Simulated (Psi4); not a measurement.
# HNO (nitroxyl): levels of theory compared

Wanted: a comparison of 6 runs (B3LYP/6-31G*, PBE0/def2-SVP, r2SCAN/cc-pVDZ, MP2/cc-pVTZ, MP2.5/aug-cc-pVDZ, CCSD/6-31+G**) of HNO (nitroxyl). 

Program for the calculation: Psi4 1.11.

3 further runs of the same task are left out: 2 that didn't finish, 1 set aside as unsound or not needed.

### 1 The structure to begin with

HNO has 3 atoms, charge 0, and is taken as a singlet. As SMILES, `N=O`. The coordinates come from a GFN2-xTB relaxation.

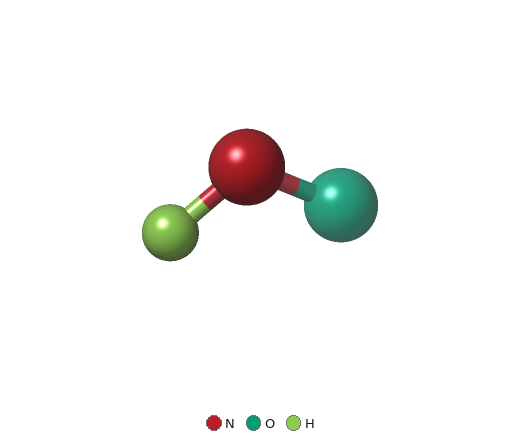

Viewed from a chosen angle; nitrogen red, oxygen teal, hydrogen green.

### 2 The energy at B3LYP/6-31G(d) (Cartesian functions) (run 1)

File run.py:

```python
import psi4

psi4.set_memory('1600 MB')
psi4.set_num_threads(1)
psi4.set_output_file('psi4.out', False)

molecule = psi4.geometry("""
N     -0.52145103     0.56166440    -0.21690276
O      1.45240570     0.78996221     0.88089583
H     -0.93095468    -1.35160771    -0.66401197
units bohr
symmetry c1
no_reorient
no_com
""")

options = {'basis': '6-31G*', 'puream': False, 'e_convergence': 1e-09, 'd_convergence': 1e-08, 'scf_type': 'pk', 'dft_radial_points': 99, 'dft_spherical_points': 590}
psi4.set_options(options)

e_tot, wfn = psi4.energy('b3lyp', molecule=molecule, return_wfn=True)
psi4.oeprop(wfn, 'DIPOLE', 'LOWDIN_CHARGES', 'WIBERG_LOWDIN_INDICES', title='B3LYP')
print('E =', round(e_tot, 9))
```

On the command line:

```bash
python run.py
```

psi4.out:

```text
[...]
  Running in c1 symmetry.
[...]
  Nuclear repulsion =   30.405126744918547
[...]
  Multiplicity = 1
[...]
  Nalpha       = 8
  Nbeta        = 8
[...]
    Number of basis functions: 32
[...]
   @RKS iter   1:  -130.42027068870962   -2.93543e-01   1.01847e-02 DIIS/ADIIS
[...]
   @RKS iter  10:  -130.46726331758452   -6.53699e-13   1.81018e-09 DIIS
[...]
    Orbital Energies [Eh]
    ---------------------
    Doubly Occupied:
       1A    -19.236776     2A    -14.463292     3A     -1.179606
       4A     -0.729126     5A     -0.533759     6A     -0.463671
       7A     -0.450752     8A     -0.239750
[...]
  @RKS Final Energy:  -130.46726331758452
   => Energetics <=
    Nuclear Repulsion Energy =             30.4051267449185474
    One-Electron Energy =                -237.9995651767608251
    Two-Electron Energy =                  89.8621837956297469
    DFT Exchange-Correlation Energy =     -12.7350086813720011
    Empirical Dispersion Energy =           0.0000000000000000
    VV10 Nonlocal Energy =                  0.0000000000000000
    Total Energy =                       -130.4672633175845249
[...]
 Multipole Moments:
 ------------------------------------------------------------------------------------
     Multipole            Electronic (a.u.)      Nuclear  (a.u.)        Total (a.u.)
 ------------------------------------------------------------------------------------
 L = 1.  Multiply by 2.5417464519 to convert [e a0] to [Debye]
 Dipole X            :         -7.2759041            7.0381337           -0.2377703
 Dipole Y            :         -9.4803910            8.8997408           -0.5806502
 Dipole Z            :         -5.0621041            4.8648354           -0.1972687
 Magnitude           :                                                    0.6577267
[...]
```

On the terminal:

```text
E = -130.467263318
```

Run time: 4.2 s. Hardware: 1 thread of AMD EPYC 7B13 (Zen 3), shared host; peak memory 0.36 GiB.

### 3 The energy at PBE0/def2-SVP (run 2)

File hno.json:

```json
{
 "schema_name": "qcschema_input",
 "schema_version": 1,
 "molecule": {
  "schema_name": "qcschema_molecule",
  "schema_version": 2,
  "symbols": ["N", "O", "H"],
  "geometry": [-0.52145103, 0.5616644, -0.21690276, 1.4524057, 0.78996221, 0.88089583, -0.93095468, -1.35160771, -0.66401197],
  "molecular_charge": 0,
  "molecular_multiplicity": 1,
  "fix_symmetry": "c1"
 },
 "driver": "energy",
 "model": {
  "method": "pbe0",
  "basis": "def2-SVP"
 },
 "keywords": {
  "puream": true,
  "e_convergence": 1e-09,
  "d_convergence": 1e-08,
  "scf_type": "pk",
  "dft_radial_points": 99,
  "dft_spherical_points": 590,
  "scf_properties": ["MAYER_INDICES", "LOWDIN_CHARGES", "MULLIKEN_CHARGES"]
 }
}
```

On the command line:

```bash
psi4 --qcschema hno.json -n 1 --memory 1600MB
```

stdout:

```text
[...]
  Running in c1 symmetry.
[...]
  Nuclear repulsion =   30.405126744918540
[...]
  Multiplicity = 1
[...]
  Nalpha       = 8
  Nbeta        = 8
[...]
    Number of basis functions: 33
[...]
   @RKS iter   1:  -130.19390015695143   -3.08807e-01   8.20314e-03 ADIIS/DIIS
[...]
   @RKS iter  10:  -130.22706109106514   -3.12639e-13   1.19021e-09 DIIS
[...]
    Orbital Energies [Eh]
    ---------------------
    Doubly Occupied:
       1A    -19.290091     2A    -14.510034     3A     -1.196375
       4A     -0.736285     5A     -0.547420     6A     -0.478390
       7A     -0.465961     8A     -0.249942
[...]
  @RKS Final Energy:  -130.22706109106514
   => Energetics <=
    Nuclear Repulsion Energy =             30.4051267449185403
    One-Electron Energy =                -237.8611448897559626
    Two-Electron Energy =                  89.0712880574511274
    DFT Exchange-Correlation Energy =     -11.8423310036788489
    Empirical Dispersion Energy =           0.0000000000000000
    VV10 Nonlocal Energy =                  0.0000000000000000
    Total Energy =                       -130.2270610910651385
[...]
 Multipole Moments:
 ------------------------------------------------------------------------------------
     Multipole            Electronic (a.u.)      Nuclear  (a.u.)        Total (a.u.)
 ------------------------------------------------------------------------------------
 L = 1.  Multiply by 2.5417464519 to convert [e a0] to [Debye]
 Dipole X            :          0.5225050           -0.8484865           -0.3259815
 Dipole Y            :          0.3636036           -0.9813969           -0.6177933
 Dipole Z            :         -0.0000000           -0.0000000           -0.0000000
 Magnitude           :                                                    0.6985217
[...]
```

The result, in JSON:

```text
{
 "driver": "energy",
 "model": {
  "method": "pbe0",
  "basis": "def2-SVP"
 },
 "success": true,
 "return_result": -130.22706109106514,
 "properties": {
  "calcinfo_nbasis": 33,
  "calcinfo_nmo": 33,
  "calcinfo_nalpha": 8,
  "calcinfo_nbeta": 8,
  "calcinfo_natom": 3,
  "nuclear_repulsion_energy": 30.40512674491854,
  "return_energy": -130.22706109106514,
  "scf_one_electron_energy": -237.86114488975596,
  "scf_two_electron_energy": 89.07128805745113,
  "scf_xc_energy": -11.842331003678849,
  "scf_dipole_moment": [-0.32598154972914317, -0.6177933243430851, -1.1146281424623187e-15],
  "scf_total_energy": -130.22706109106514,
  "scf_iterations": 10
 }
}
```

Wall time 4.5 s (1 thread of AMD EPYC 7B13 (Zen 3), shared host); peak memory 0.35 GiB.

Run 3 isn't shown in full; the table further down has it.

### 4 A single-point energy at MP2/cc-pVTZ (run 4)

File calc.inp:

```
memory 1600 mb

molecule molecule1 {
  N     -0.275940     0.297220    -0.114780
  O      0.768580     0.418030     0.466150
  H     -0.492640    -0.715240    -0.351380
  symmetry c1
  no_reorient
  no_com
}

set {
  reference rhf
  puream true
  e_convergence 1e-09
  d_convergence 1e-08
  scf_type pk
  num_frozen_docc 2
  mp2_type conv
}

result, w = energy('mp2/cc-pVTZ', return_wfn=True)
```

On the command line:

```bash
psi4 calc.inp calc.out -n 1
```

calc.out:

```text
[...]
  Running in c1 symmetry.
[...]
  Nuclear repulsion =   30.405126668910022
[...]
  Multiplicity = 1
[...]
  Nalpha       = 8
  Nbeta        = 8
[...]
    Number of basis functions: 74
[...]
   @RHF iter   1:  -129.80422205992292   -6.64018e-01   3.64634e-03 DIIS/ADIIS
[...]
   @RHF iter  11:  -129.83632997029781   -9.77707e-12   7.74999e-09 DIIS
[...]
  @RHF Final Energy:  -129.83632997029781
   => Energetics <=
    Nuclear Repulsion Energy =             30.4051266689100217
    One-Electron Energy =                -237.8792570273161573
    Two-Electron Energy =                  77.6378003881083458
    Total Energy =                       -129.8363299702978111
[...]
 Multipole Moments:
 ------------------------------------------------------------------------------------
     Multipole            Electronic (a.u.)      Nuclear  (a.u.)        Total (a.u.)
 ------------------------------------------------------------------------------------
 L = 1.  Multiply by 2.5417464519 to convert [e a0] to [Debye]
 Dipole X            :         -7.3954022            7.0381338           -0.3572684
 Dipole Y            :         -9.5612500            8.8997408           -0.6615092
 Dipole Z            :         -5.1364462            4.8648353           -0.2716108
 Magnitude           :                                                    0.7993795
[...]
	SCS-MP2 Total Energy (a.u.)        :  -130.26503157403280
	SOS-MP2 Total Energy (a.u.)        :  -130.22899611142410
	SCSN-MP2 Total Energy (a.u.)       :  -130.02659721287171
[...]
	SOS-PI-MP2 Total Energy (a.u.)     :  -130.29444046827848
[...]
	MP2 Total Energy (a.u.)            :  -130.27165814239578
[...]
```

Run time: 3.3 s. Hardware: 1 thread of AMD EPYC 7B13 (Zen 3), shared host; peak memory 0.32 GiB.

Run 5 isn't shown in full; the table further down has it.

### 5 A single-point energy at CCSD/6-31+G(d,p) (Cartesian functions, IEF-PCM chloroform) (run 6)

File input.in:

```
memory 1.6 GB

molecule {
  0 1
  N     -0.275940     0.297220    -0.114780
  O      0.768580     0.418030     0.466150
  H     -0.492640    -0.715240    -0.351380
  symmetry c1
}

set {
  freeze_core  true
  scf_type     pk
  df_basis_mp2 def2-tzvp-ri
  soscf        true
  pcm          true
}

pcm = {
  Units = Angstrom
  Medium {
    SolverType = IEFPCM
    Solvent = Chloroform
  }
  Cavity {
    Type = GePol
    RadiiSet = UFF
    Scaling = False
    Area = 0.3
    Mode = Implicit
  }
}

e = energy('ccsd/6-31+G**')
```

On the command line:

```bash
psi4 -i input.in -o input.out -n 1
```

input.out:

```text
[...]
  Running in c1 symmetry.
[...]
  Nuclear repulsion =   30.405126668910015
[...]
  Multiplicity = 1
[...]
  Nalpha       = 8
  Nbeta        = 8
[...]
    Number of basis functions: 43
[...]
   @RHF iter   1:  -129.76497553272614   -6.68839e-01   6.09202e-03 ADIIS/DIIS
[...]
   @RHF iter   9:  -129.79686663828949   -7.67386e-13   3.24291e-09 SOSCF, nmicro=conv
[...]
    Orbital Energies [Eh]
    ---------------------
    Doubly Occupied:
       1A    -20.670353     2A    -15.724289     3A     -1.539093
       4A     -0.991978     5A     -0.748406     6A     -0.669800
       7A     -0.600282     8A     -0.424235
[...]
  @RHF Final Energy:  -129.79686663828949
   => Energetics <=
    Nuclear Repulsion Energy =             30.4051266689100146
    One-Electron Energy =                -237.6706795460628427
    Two-Electron Energy =                  77.4749354458546406
    PCM Polarization Energy =              -0.0062492069913057
    Total Energy =                       -129.7968666382894867
[...]
 Multipole Moments:
 ------------------------------------------------------------------------------------
     Multipole            Electronic (a.u.)      Nuclear  (a.u.)        Total (a.u.)
 ------------------------------------------------------------------------------------
 L = 1.  Multiply by 2.5417464519 to convert [e a0] to [Debye]
 Dipole X            :          0.2848795           -0.8484865           -0.5636070
 Dipole Y            :          0.1579062           -0.9813969           -0.8234907
 Dipole Z            :          0.0000000            0.0000000            0.0000000
 Magnitude           :                                                    0.9978926
[...]
      * MP2 total energy                      = -130.145739391884092
[...]
      * CCSD total energy                     = -130.156079447388265
[...]
```

Run time: 4.5 s. Hardware: 1 thread of AMD EPYC 7B13 (Zen 3), shared host; peak memory 0.21 GiB.

### 6 Overview of the runs

| run | level | Cartesian functions | properties | energy (Eh) | HOMO energy (eV) | LUMO energy (eV) | HOMO–LUMO gap (eV) | wall time |
| --- | --- | --- | --- | --- | --- | --- | --- | --- |
| 1 | B3LYP/6-31G* (Cartesian functions) | yes | (dipole, lowdin, wiberg) | -130.467263 | -6.52 | -2.83 | 3.70 | 4.2 s |
| 2 | PBE0/def2-SVP | no | (mayer, lowdin, mulliken) | -130.227061 | -6.80 | -2.60 | 4.20 | 4.5 s |
| 3 | r2SCAN/cc-pVDZ | no | (lowdin, wiberg, mayer) | -130.411986 | -5.24 | -3.72 | 1.53 | 9 s |
| 4 | MP2/cc-pVTZ | no | – | -130.271658 | -11.46 | 2.40 | 13.86 | 3.3 s |
| 5 | MP2.5/aug-cc-pVDZ (density fitting for correlation) | no | – | -130.178594 | -11.54 | 0.96 | 12.50 | 2.2 s |
| 6 | CCSD/6-31+G** (Cartesian functions, IEF-PCM chloroform) | yes | – | -130.156079 | -11.54 | 1.92 | 13.47 | 4.5 s |

### 7 Summary of results

| quantity | value |
| --- | --- |
| run 6: total energy | -130.15608 Eh |
| run 6: HOMO energy (Hartree–Fock orbitals) | -11.54 eV |
| run 6: LUMO energy (Hartree–Fock orbitals) | 1.92 eV |
| run 6: HOMO–LUMO gap (Hartree–Fock orbitals) | 13.47 eV |
| run 6: correlation energy (2 core orbitals frozen) | -359.2 mEh |
| run 6: solvent term in the energy | -16.4 kJ/mol |
| run 6: T1 diagnostic | 0.017 |

What this shows: Over runs 1, 2, 3 the dipole moment (its size) runs from 1.65 D (r2SCAN/cc-pVDZ) to 1.78 D (PBE0/def2-SVP). The two ends differ in method and basis. Over runs 1, 2, 3 the HOMO–LUMO gap runs from 1.53 eV (r2SCAN/cc-pVDZ) to 4.20 eV (PBE0/def2-SVP). Totals of different functionals can't be ranked against each other. All runs together took 28 s, the longest 9 s.
